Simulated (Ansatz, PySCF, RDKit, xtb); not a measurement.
# GaSiNCl2: a search for the lowest isomer

Only the formula GaSiNCl2 is given. Aim: find the structure of lowest free energy at 400 K, then its properties.

The funnel: GFN2-xTB relaxations, single points with a density functional, relaxations at B3LYP-D3(BJ)/def2-SVP, harmonic vibrations, and a last energy at a higher level. All values are calculated.

7 further runs of the same task are left out: 7 set aside as unsound or not needed.

**1. Candidates**

All bonding patterns within simple valence rules are listed by program: one Lewis structure each, at most two rings and one unusual centre or charged pair. O–O, O–halogen and N–halogen bonds and N–N–N chains are not drawn. That gives 8 candidates.

```csv
label,SMILES,spin
c388,Cl[Si](Cl)=[N][Ga],triplet
c399,N#[Si][Ga]([Cl])[Cl],singlet
c480,[Si]=[N][Ga]([Cl])[Cl],triplet
c567,Cl[Si]1(Cl)[N-][Ga+]1,singlet
c754,Cl[Si]1=[N][Ga]1[Cl],singlet
c820,[Si]=[N][Ga]([Cl])[Cl],singlet
c851,N#[Si-](Cl)[Ga+][Cl],singlet
c861,Cl[Si](Cl)=[N][Ga],singlet
```

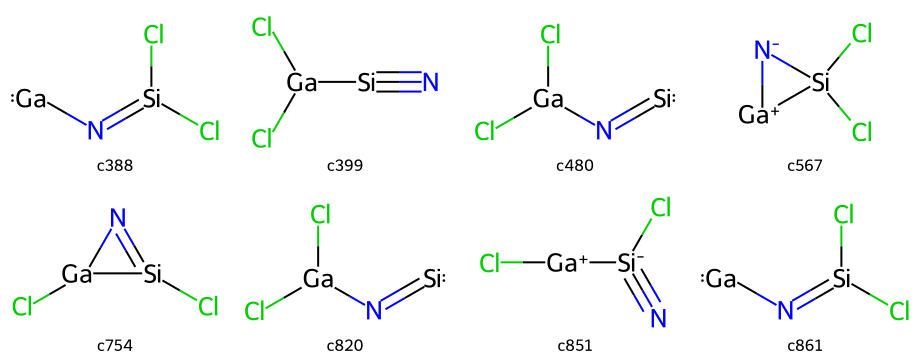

Structural formulas of the candidates.

Candidates are built by distance geometry, with a force field where one applies, in up to four conformers (letters a to d). 4 starts with atoms placed at random are added, to find patterns that the rules miss.

**2. First filter: tight binding**

All 16 starts are relaxed the same way. One of them, c820a (enumerated, embedded by distance geometry and UFF), in full:

Input file start.xyz:

```xyz
5
c820a
Cl    -0.348291    -0.405087     2.644157
Cl    -0.452304     2.831724     1.508671
Ga     0.571076     0.867775     2.178052
N      1.909793     0.747427     1.095252
Si     3.277902     1.255893     1.724456
```

Command:

```console
$ xtb start.xyz --gfn 2 --opt
```

The log of the run (excerpt; [...] marks lines left out):

```text
* xtb version 6.7.1
[...]
          :  # basis functions                  44          :
[...]
          :  # electrons                        26          :
[...]
          :  Hamiltonian                  GFN2-xTB          :
[...]
          :  net charge                          0          :
          :  unpaired electrons                  0          :
[...]
   *** convergence criteria satisfied after 17 iterations ***
[...]
   *** GEOMETRY OPTIMIZATION CONVERGED AFTER 36 ITERATIONS ***
[...]
   *** convergence criteria satisfied after 3 iterations ***
[...]
         ::                     SUMMARY                     ::
         :::::::::::::::::::::::::::::::::::::::::::::::::::::
         :: total energy             -15.078322131167 Eh    ::
         :: gradient norm              0.000370606628 Eh/a0 ::
         :: HOMO-LUMO gap              3.411425536882 eV    ::
         ::.................................................::
         :: SCC energy               -15.135228148824 Eh    ::
         :: -> isotropic ES            0.029778784518 Eh    ::
         :: -> anisotropic ES          0.006070104681 Eh    ::
         :: -> anisotropic XC         -0.005751817059 Eh    ::
         :: -> dispersion             -0.005444596088 Eh    ::
         :: repulsion energy           0.056906017657 Eh    ::
         :: add. restraining           0.000000000000 Eh    ::
         :: total charge               0.000000000000 e     ::
         :::::::::::::::::::::::::::::::::::::::::::::::::::::
[...]
        13        2.0000           -0.3928209             -10.6892 (HOMO)
        14                         -0.2674533              -7.2778 (LUMO)
[...]
     #   Z          covCN         q      C6AA      α(0)
     1  17 Cl       0.793    -0.071   101.232    15.391
     2  17 Cl       0.793    -0.075   101.358    15.401
     3  31 Ga       2.419     0.008   218.586    33.156
     4   7 N        1.631    -0.301    28.327     7.843
     5  14 Si       0.848     0.439   221.189    32.320
[...]
     #   Z sym  total        # sym  WBO       # sym  WBO       # sym  WBO
 ---------------------------------------------------------------------------
     1  17 Cl   1.534 --     3 Ga   1.257     2 Cl   0.123     4 N    0.121
     2  17 Cl   1.529 --     3 Ga   1.251     1 Cl   0.123     4 N    0.120
     3  31 Ga   3.826 --     1 Cl   1.257     2 Cl   1.251     4 N    1.115
                             5 Si   0.203
     4   7 N    3.463 --     5 Si   2.107     3 Ga   1.115     1 Cl   0.121
                             2 Cl   0.120
     5  14 Si   2.377 --     4 N    2.107     3 Ga   0.203
 ---------------------------------------------------------------------------
[...]
molecular dipole:
                 x           y           z       tot (Debye)
 q only:        2.021      -0.032      -0.483
   full:        1.793      -0.003      -0.430       4.687
molecular quadrupole (traceless):
[...]
          | TOTAL ENERGY              -15.078322131167 Eh   |
          | GRADIENT NORM               0.000370606628 Eh/α |
          | HOMO-LUMO GAP               3.411425536882 eV   |
           -------------------------------------------------
[...]
```

Wall time 0.24 s (1 thread of Intel Xeon Platinum 8488C (Sapphire Rapids), shared host).

**3. The minima found**

16 of the 16 relaxations converged; 4 ended on a minimum already found. 12 distinct structures remain:

```csv
label,start,SMILES after,spin,energy (kcal/mol),note
c820a,drawn and random,[Si]=[N][Ga]([Cl])[Cl],singlet,0.0,
c861a,drawn,Cl[Si](Cl)=[N][Ga],singlet,10.8,
c851b,drawn and random,[Cl][Ga].[N][Si][Cl] ‡,singlet,13.1,loosely bound
c851a,drawn,[Cl][Ga].[N][Si][Cl] ‡,singlet,13.5,loosely bound
c399a,drawn,N#[Si][Ga]([Cl])[Cl],singlet,14.4,
c754a,drawn,[Cl][Ga].[N][Si][Cl] ‡,singlet,15.4,fell apart
c754b,drawn,[Cl][Ga].[N][Si][Cl] ‡,singlet,15.4,fell apart
c128,random and drawn,[Cl][Si]1[N][Ga][Cl]1 ‡,singlet,15.5,
c388b,drawn,Cl[Si][N][Ga][Cl],triplet,53.9,bonds changed
c480a,drawn,Cl[Si]1=[N][Ga]1[Cl],triplet,56.8,bonds changed
c520,random,[Si][N][Ga][Cl][Cl] ‡,singlet,59.6,
c480b,drawn,[Si]=[N][Ga]([Cl])[Cl],triplet,63.2,
```

‡ marks the bonded skeleton alone, with all bonds drawn single: no Lewis structure was assigned that passes a check against the bond lengths.

GFN2-xTB has no spin polarisation, so it can't rank spin states and is rough for open shells.

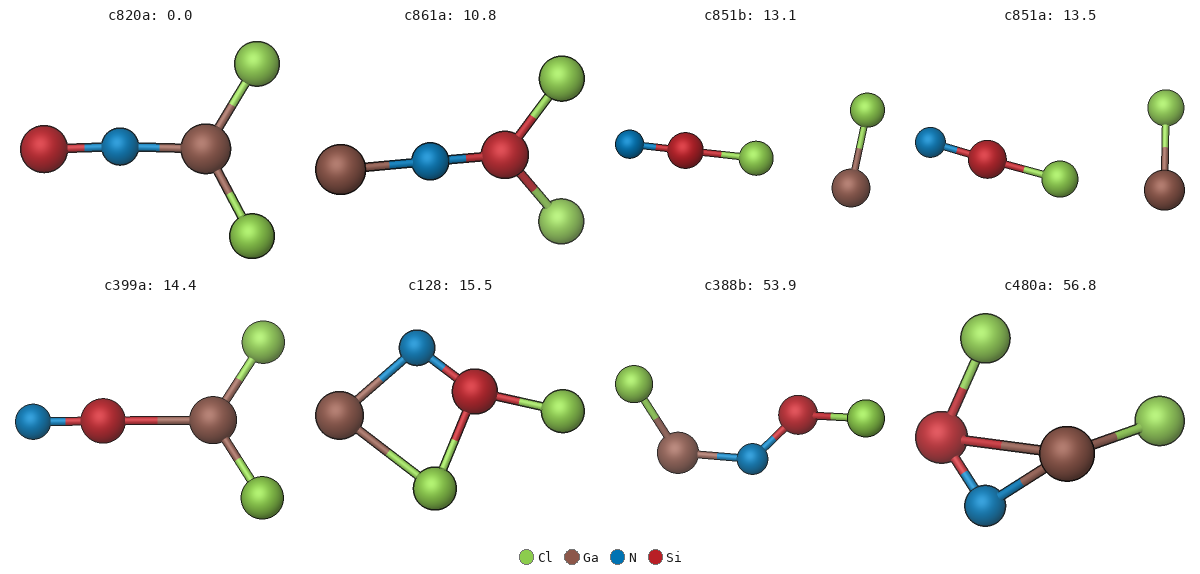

The 8 lowest minima that did not fall apart, with their GFN2-xTB energies in kcal/mol.

**4. Single points on the low minima**

A choice of the minima (the low ones first, few conformers of a pattern, up to a cap) and the lowest that fell apart get a single point at r2SCAN-D4/def2-SVP on the tight-binding geometry, and one at HF/STO-3G for comparison. The lowest singlets are also tried as triplets at the same geometry (label ending in t). The first, c820a:

Input file input.yaml:

```yaml
crystal:
  periodic: [false, false, false]
  atoms:
    - {symbol: Cl, position_ang: [-0.561195, -0.598135, 2.813921]}
    - {symbol: Cl, position_ang: [-0.674518, 2.847308, 1.636949]}
    - {symbol: Ga, position_ang: [0.377308, 1.071675, 1.978099]}
    - {symbol: "N", position_ang: [2.129762, 0.975630, 1.546124]}
    - {symbol: Si, position_ang: [3.686820, 1.001253, 1.175496]}
basis:
  gaussian:
    orbitals: def2-SVP
hamiltonian:
  xc: {name: r2SCAN}
  dispersion: d4
scf:
  lower_state_search: off
output: {orbitals: {seedname: orbitals}}
```

Command:

```console
$ ansatz run input.yaml --threads 1 --pin off --max-ram 2610MiB --events-out events.jsonl --progress --plain --runs-dir runs
```

The log of the run (excerpt; [...] marks lines left out):

```text
Warning: RAYON_NUM_THREADS=1 ignored (pool sized by the plan → 1); use --threads N
Functional definition: r2SCAN
  name "r2SCAN"
[...]
1113 factors; their error is unknown
[...]
mean field -86772.59523809 eV, -3188.8340584222 hartree, gradient 5.8e-6 eV, S^2 0.000000; 0 other end points of the search recorded, 0 dependent functions left out
reference -86772.59524814 eV, -3188.8340587915 hartree; 43, 43 occupied and 57, 57 virtual orbitals, 1113 factors
Total energy: -86772.64596364 eV, -3188.8359225520 hartree
Checks for a lower state left out: stability, starts, cluster_reference, orbital_swaps, neighbouring_geometries, increment
```

It took 2.4 s on 1 thread of Intel Xeon Platinum 8488C (Sapphire Rapids), shared host.

Relative energies in kcal/mol, each column from its lowest structure that stays in one piece:

```csv
label,SMILES,spin,GFN2-xTB,HF/STO-3G,r2SCAN-D4/def2-SVP
c820a,[Si]=[N][Ga]([Cl])[Cl],singlet,0.0,0.0,0.0
c861a,Cl[Si](Cl)=[N][Ga],singlet,10.8,93.8,15.1
c128,[Cl][Si]1[N][Ga][Cl]1 ‡,singlet,15.5,132.7,44.5
c388b,Cl[Si][N][Ga][Cl],triplet,53.9,4.2,51.9
c399a,N#[Si][Ga]([Cl])[Cl],singlet,14.4,103.4,66.7
c754a,[Cl][Ga].[N][Si][Cl] ‡,singlet,15.4,164.0,71.0
c861at,Cl[Si](Cl)=[N][Ga],triplet,–,–,88.1
c820at,[Si]=[N][Ga]([Cl])[Cl],triplet,–,–,89.1
c851b,[Cl][Ga].[N][Si][Cl] ‡,singlet,13.1,181.4,99.6
c851a,[Cl][Ga].[N][Si][Cl] ‡,singlet,13.5,180.8,99.7
```

‡ marks the bonded skeleton alone, with all bonds drawn single: no Lewis structure was assigned that passes a check against the bond lengths.

**5. Patterns that tight binding lost**

Some ordinary bonding patterns rearranged or fell apart under GFN2-xTB. Their starts are relaxed at r2SCAN-D4/def2-SVP instead (label ending in r). The first, c754ar:

Input file input.yaml:

```yaml
crystal:
  periodic: [false, false, false]
  atoms:
    - {symbol: Cl, position_ang: [-1.562077, 3.170503, 0.325237]}
    - {symbol: Cl, position_ang: [1.775362, -1.903059, 3.469228]}
    - {symbol: Ga, position_ang: [-0.034815, -0.752824, 2.226451]}
    - {symbol: N, position_ang: [0.621778, 0.682200, 1.353006]}
    - {symbol: Si, position_ang: [-0.783356, 1.399464, 1.189579]}
basis:
  gaussian:
    orbitals: def2-SVP
hamiltonian:
  xc: {name: r2SCAN}
  dispersion: d4
scf:
  lower_state_search: "off"
relax:
  f_tol: 0.01
output: {orbitals: {seedname: orbitals}}
```

Command:

```console
$ ansatz run input.yaml --threads 1 --pin off --max-ram 2610MiB --events-out events.jsonl --progress --plain --runs-dir runs
```

The log of the run (excerpt; [...] marks lines left out):

```text
Warning: RAYON_NUM_THREADS=1 ignored (pool sized by the plan → 1); use --threads N
[...]
[... 2 set-up lines as earlier in the session ...]
[...]
1113 factors; their error is unknown
[...]
mean field -86769.27290391 eV, -3188.7119648930 hartree, gradient 3.2e-6 eV, S^2 0.000000; 0 other end points of the search recorded, 0 dependent functions left out
[...]
reference -86769.27291327 eV, -3188.7119652370 hartree; 43, 43 occupied and 57, 57 virtual orbitals, 1113 factors
relax step   1: F+E_penalty+E_count = -86769.31756731 eV  Δ(F+E_penalty+E_count) = +0.000e0 eV  max|allowed force component| = 2.208e0 eV/Å  Δτ_max = 0.0000 Å  (22 SCF iters, accepted)
[...]
relax step   5: F+E_penalty+E_count = -86770.80840090 eV  Δ(F+E_penalty+E_count) = -1.044e-1 eV  max|allowed force component| = 3.937e-1 eV/Å  Δτ_max = 0.2000 Å  (27 SCF iters, accepted)
[...]
relax step  15: F+E_penalty+E_count = -86770.99321952 eV  Δ(F+E_penalty+E_count) = -1.165e-3 eV  max|allowed force component| = 1.950e-2 eV/Å  Δτ_max = 0.0179 Å  (22 SCF iters, accepted)
[...]
relax step  16: F+E_penalty+E_count = -86770.99328284 eV  Δ(F+E_penalty+E_count) = -6.332e-5 eV  max|allowed force component| = 4.704e-3 eV/Å  Δτ_max = 0.0042 Å  (23 SCF iters, accepted)
Total energy: -86770.99329259 eV, -3188.7751880110 hartree
Atom 0 at    -1.084305     2.976768    -0.046513 Å, force     0.000841     0.000814    -0.001362 eV/Å
Atom 1 at     1.712049    -2.165927     3.242259 Å, force     0.002875    -0.003167     0.001146 eV/Å
Atom 2 at     0.672677    -0.576466     2.355571 Å, force    -0.000913    -0.001485     0.002489 eV/Å
Atom 3 at     0.087459     0.728380     1.426203 Å, force    -0.002284     0.004704    -0.003551 eV/Å
Atom 4 at    -1.370988     1.633529     1.585981 Å, force    -0.000519    -0.000865     0.001277 eV/Å
Dipole moment:     0.371235    -0.790107     0.548795 e Å
Checks for a lower state left out: stability, starts, cluster_reference, orbital_swaps, neighbouring_geometries, increment
```

Run time: 47 s. Hardware: 1 thread of Intel Xeon Platinum 8488C (Sapphire Rapids), shared host.

Energies at r2SCAN-D4/def2-SVP after that relaxation, from the lowest structure of the screen (which was not relaxed at this level):

```csv
label,SMILES,spin,energy (kcal/mol)
c754ar,[Cl][Si][N][Ga][Cl] ‡,singlet,38.1
```

‡ marks the bonded skeleton alone, with all bonds drawn single: no Lewis structure was assigned that passes a check against the bond lengths.

**6. Refinement at B3LYP-D3(BJ)/def2-SVP**

3 candidates are relaxed at B3LYP-D3(BJ)/def2-SVP (chosen among the lowest in one piece). The first, c820a:

Input file input.yaml:

```yaml
crystal:
  periodic: [false, false, false]
  atoms:
    - {symbol: Cl, position_ang: [-0.561195, -0.598135, 2.813921]}
    - {symbol: Cl, position_ang: [-0.674518, 2.847308, 1.636949]}
    - {symbol: Ga, position_ang: [0.377308, 1.071675, 1.978099]}
    - {symbol: N, position_ang: [2.129762, 0.975630, 1.546124]}
    - {symbol: Si, position_ang: [3.686820, 1.001253, 1.175496]}
basis:
  gaussian: {orbitals: def2-SVP}
hamiltonian: {xc: {name: B3LYP}, dispersion: d3bj}
scf: {lower_state_search: off}
relax: {f_tol: 0.003}
```

Command:

```console
$ ansatz run input.yaml --threads 1 --pin off --max-ram 2610MiB --events-out events.jsonl --progress --plain --runs-dir runs
```

The log of the run (excerpt; [...] marks lines left out):

```text
Warning: RAYON_NUM_THREADS=1 ignored (pool sized by the plan → 1); use --threads N
[...]
Functional definition: B3LYP
  name "B3LYP"
[...]
999 factors; integrals over basis functions are off by at most 4.0e-4 eV
[...]
mean field -86778.23979960 eV, -3189.0414922316 hartree, gradient 5.6e-6 eV, S^2 0.000000; 0 other end points of the search recorded, 0 dependent functions left out
[...]
reference -86778.24004078 eV, -3189.0415010951 hartree; 43, 43 occupied and 57, 57 virtual orbitals, 999 factors
relax step   1: F+E_penalty+E_count = -86778.57270682 eV  Δ(F+E_penalty+E_count) = +0.000e0 eV  max|allowed force component| = 1.087e0 eV/Å  Δτ_max = 0.0000 Å  (16 SCF iters, accepted)
[...]
relax step   4: F+E_penalty+E_count = -86778.64938770 eV  Δ(F+E_penalty+E_count) = -1.233e-3 eV  max|allowed force component| = 9.142e-3 eV/Å  Δτ_max = 0.0336 Å  (19 SCF iters, accepted)
[...]
relax step   5: F+E_penalty+E_count = -86778.64941917 eV  Δ(F+E_penalty+E_count) = -3.147e-5 eV  max|allowed force component| = 5.182e-4 eV/Å  Δτ_max = 0.0058 Å  (15 SCF iters, accepted)
Total energy: -86778.64966174 eV, -3189.0565543876 hartree
Atom 0 at    -0.598680    -0.605189     2.820463 Å, force     0.000138    -0.000252    -0.000017 eV/Å
Atom 1 at    -0.749455     2.851590     1.649147 Å, force    -0.000401     0.000170    -0.000026 eV/Å
Atom 2 at     0.422189     1.080776     1.968543 Å, force     0.000100     0.000203     0.000067 eV/Å
Atom 3 at     2.174800     1.013615     1.542819 Å, force     0.000232     0.000397    -0.000152 eV/Å
Atom 4 at     3.709324     0.956940     1.169617 Å, force    -0.000069    -0.000518     0.000128 eV/Å
Dipole moment:     0.608253    -0.023038    -0.147833 e Å
Checks for a lower state left out: stability, starts, cluster_reference, orbital_swaps, neighbouring_geometries, increment
```

Run time: 14 s. Hardware: 1 thread of Intel Xeon Platinum 8488C (Sapphire Rapids), shared host.

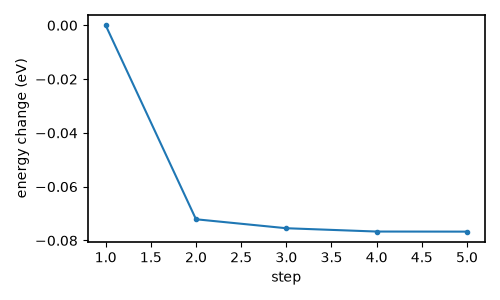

Energy along the run, all evaluated steps.

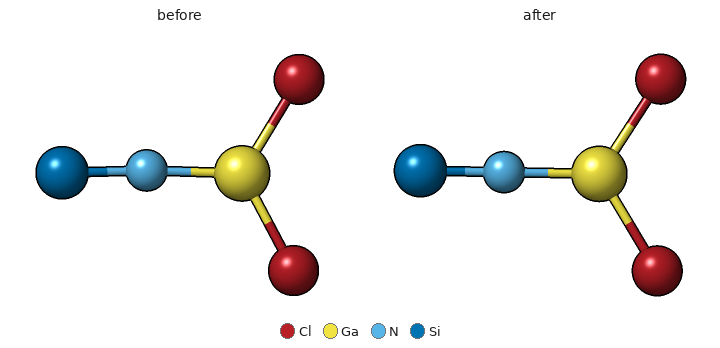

Before and after, at one scale.

After the run. Bond lengths: Cl1–Ga3 2.147 Å, Cl2–Ga3 2.147 Å, Ga3–N4 1.805 Å, N4–Si5 1.580 Å. Angles: Cl1–Ga3–Cl2 116.6°, Cl1–Ga3–N4 121.7°, Cl2–Ga3–N4 121.7°, Ga3–N4–Si5 179.9°.

**7. The relaxed candidates**

```csv
label,spin,r2SCAN-D4/def2-SVP (kcal/mol),"B3LYP-D3(BJ)/def2-SVP, relaxed (kcal/mol)",time
c820a,singlet,0.0,0.0,14 s
c861a,singlet,15.1,12.2,14 s
c754ar,singlet,38.1,39.9,23 s
```

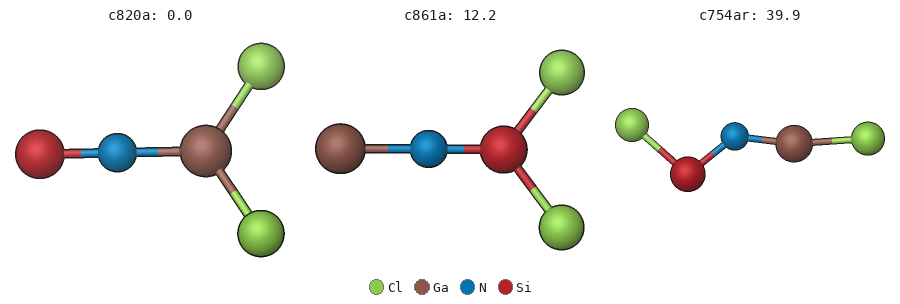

The relaxed structures, with energies at B3LYP-D3(BJ)/def2-SVP in kcal/mol.

**8. Are they minima? Harmonic frequencies**

The lowest few in one piece go on as finalists. Harmonic vibrations at B3LYP-D3(BJ)/def2-SVP test each finalist and give the zero-point energy and the thermal terms. The first, c820a:

Input file input.yaml:

```yaml
crystal:
  periodic: [false, false, false]
  atoms:
    - symbol: Cl
      position_ang: [-0.598680, -0.605189, 2.820463]
    - symbol: Cl
      position_ang: [-0.749455, 2.851590, 1.649147]
    - symbol: Ga
      position_ang: [0.422189, 1.080776, 1.968543]
    - symbol: "N"
      position_ang: [2.174800, 1.013615, 1.542819]
    - symbol: Si
      position_ang: [3.709324, 0.956940, 1.169617]
basis:
  gaussian:
    orbitals: def2-SVP
hamiltonian:
  xc: {name: B3LYP}
  dispersion: d3bj
scf:
  lower_state_search: "off"
phonons: {}
```

Command:

```console
$ ansatz run input.yaml --threads 1 --pin off --max-ram 2610MiB --events-out events.jsonl --progress --plain --runs-dir runs
```

The log of the run (excerpt; [...] marks lines left out):

```text
Warning: RAYON_NUM_THREADS=1 ignored (pool sized by the plan → 1); use --threads N
[... 2 set-up lines as earlier in the session ...]
[...]
998 factors; integrals over basis functions are off by at most 3.8e-4 eV
[...]
mean field -86778.32204546 eV, -3189.0445147115 hartree, gradient 3.7e-6 eV, S^2 0.000000; 0 other end points of the search recorded, 0 dependent functions left out
[...]
reference -86778.32228769 eV, -3189.0445236133 hartree; 43, 43 occupied and 57, 57 virtual orbitals, 998 factors
[...]
998 factors; integrals over basis functions are off by at most 3.8e-4 eV
mean field -86778.32196577 eV, -3189.0445117827 hartree, gradient 1.8e-6 eV, S^2 0.000000; 0 other end points of the search recorded, 0 dependent functions left out
[...]
reference -86778.32220799 eV, -3189.0445206841 hartree; 43, 43 occupied and 57, 57 virtual orbitals, 998 factors
[...]
mean field -86778.32206214 eV, -3189.0445153243 hartree, gradient 2.6e-6 eV, S^2 0.000000; 0 other end points of the search recorded, 0 dependent functions left out
[...]
reference -86778.32230437 eV, -3189.0445242261 hartree; 43, 43 occupied and 57, 57 virtual orbitals, 998 factors
Total energy: -86778.64965044 eV, -3189.0565539723 hartree
Atom 0 at    -0.598680    -0.605189     2.820463 Å, force     0.000197    -0.000328    -0.000006 eV/Å
Atom 1 at    -0.749455     2.851590     1.649147 Å, force    -0.000519     0.000262    -0.000029 eV/Å
Atom 2 at     0.422189     1.080776     1.968543 Å, force     0.000143     0.000299     0.000025 eV/Å
Atom 3 at     2.174800     1.013615     1.542819 Å, force     0.000217     0.000340    -0.000129 eV/Å
Atom 4 at     3.709324     0.956940     1.169617 Å, force    -0.000038    -0.000573     0.000139 eV/Å
Dipole moment:     0.608255    -0.023036    -0.147835 e Å
Vibrations: 62.62 85.18 126.73 205.17 239.12 363.30 447.39 478.20 1351.34 cm⁻¹, zero-point energy 0.208234 eV
Checks for a lower state left out: stability, starts, cluster_reference, orbital_swaps, neighbouring_geometries, increment
```

Wall time 84 s (1 thread of Intel Xeon Platinum 8488C (Sapphire Rapids), shared host).

**9. Thermal terms of the finalists**

At 400 K and 1 atm, ideal gas, rigid rotor and harmonic oscillator:

```csv
label,SMILES,spin,point group,lowest mode (cm⁻¹),zero-point (kcal/mol),G − E (kcal/mol)
c820a,[Si]=[N][Ga]([Cl])[Cl],singlet,C2v,63,4.8,-25.5
c861a,Cl[Si](Cl)=[N][Ga],singlet,C2v,30,5.1,-26.0
c754ar,[Cl][Si][N][Ga][Cl] ‡,singlet,Cs,47,4.5,-26.9
```

‡ marks the bonded skeleton alone, with all bonds drawn single: no Lewis structure was assigned that passes a check against the bond lengths.

**10. Energies at the top level**

Each finalist gets a single point at CCSD(T)/def2-SVP + MP2/def2-TZVPP - MP2/def2-SVP.

c820a, CCSD(T)/def2-SVP:

Input file input.yaml:

```yaml
crystal:
  periodic: [false, false, false]
  atoms:
    - {symbol: Cl, position_ang: [-0.598680, -0.605189, 2.820463]}
    - {symbol: Cl, position_ang: [-0.749455, 2.851590, 1.649147]}
    - {symbol: Ga, position_ang: [0.422189, 1.080776, 1.968543]}
    - {symbol: N, position_ang: [2.174800, 1.013615, 1.542819]}
    - {symbol: Si, position_ang: [3.709324, 0.956940, 1.169617]}
basis:
  gaussian:
    orbitals: def2-SVP
correlation:
  method: ccsd_t
  frozen_orbitals: {Cl: 5, Si: 5, "N": 1, Ga: 9}
```

Command:

```console
$ ansatz run input.yaml --threads 1 --pin off --max-ram 2610MiB --events-out events.jsonl --progress --plain --runs-dir runs
```

The log of the run (excerpt; [...] marks lines left out):

```text
Warning: RAYON_NUM_THREADS=1 ignored (pool sized by the plan → 1); use --threads N
Functional definition: HF
  name "HF"
[...]
941 factors; integrals over basis functions are off by at most 7.8e-4 eV
[...]
mean field -86670.83489333 eV, -3185.0944347282 hartree, gradient 4.4e-6 eV, S^2 0.000000; 0 other end points of the search recorded, 0 dependent functions left out
25 core orbitals not correlated: weight in the atoms' cores, before any rotation towards them, 1.000 or more for the frozen orbitals, at most 0.000 for the correlated occupied ones
reference -86670.83489333 eV, -3185.0944347282 hartree; 18, 18 occupied and 57, 57 virtual orbitals, 941 factors
second order -19.13680250 eV of doubles, -0.00000000 eV of singles
cycle   1  -18.88994204 eV  change    2.5e-1 eV  update   1.4e-1
[...]
cycle   9  -19.66875734 eV  change   -9.8e-6 eV  update   4.0e-5
perturbative correction -0.70272607 eV, -0.0258247066 hartree
Total energy: -86691.20637674 eV, -3185.8430729350 hartree
```

Run time: 8.7 s. Hardware: 1 thread of Intel Xeon Platinum 8488C (Sapphire Rapids), shared host.

[end of part 1 of 2]
